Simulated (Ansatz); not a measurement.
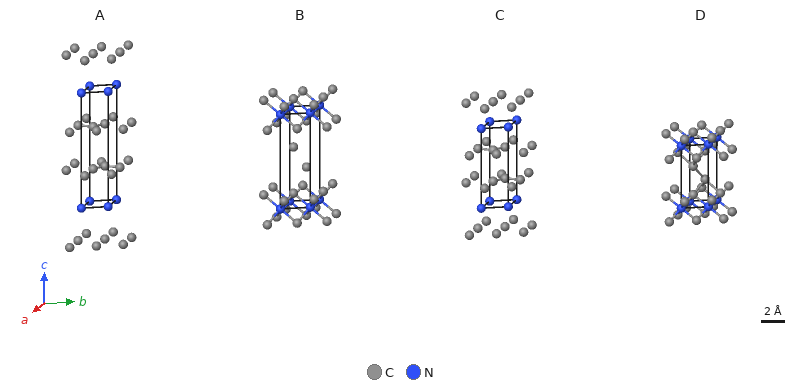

4 geometries from one relaxation of a crystal of C4N (a generated structure, set up in P-3m1) (coarse preliminary run), in shuffled order. A ball-and-stick model of the cell of the calculation, seen slightly off an axis.

Computed with DFT PBE, scalar-relativistic, plane waves, PAW (Ansatz). Settings: plane-wave cutoff 420 eV; k-point mesh 6 × 6 × 2; occupations gaussian; smearing width 0.1 eV; no spin polarisation; cell and atoms relaxed; force threshold 0.04 eV/Å; at most 70 steps.

**Put them in the order of the run, from the start to the converged end.**

B, D, C, A. They are steps 0, 7, 15, 29, at +16.966 eV per cell of the calculation, +10.700 eV per cell of the calculation, +1.130 eV per cell of the calculation relative to the last. The largest moves relative to the cell, 1.94 Å, are those of C atoms. N stays in place. Cell: a = b 2.705 → 2.434 Å (−10.0 %), c 8.697 → 10.611 Å (+22.0 %). Volume −1.2 %. Among the contacts that change: C–N 1.949 → 3.645 Å, C–C 2.625 → 1.405 Å. New bonds form: C–C (2.63 → 1.41 Å). The space group (tolerance 0.01 Å) goes from P-3m1 (No. 164) to P6/mmm (No. 191). Over 26 accepted moves (29 points after the start) the energy falls by 16.966 eV per cell of the calculation. The largest force component goes from 1.9 to 0.0037 eV/Å. Pressure: −29.51 GPa at the start and 0.07 GPa at the end. At 3 points the geometry stayed and the basis and grid were re-selected for the new cell (energy shift of 29.3 meV per cell of the calculation at most each time).

Limits of the set-up: the k-point mesh is coarse for a cell with partly filled bands.
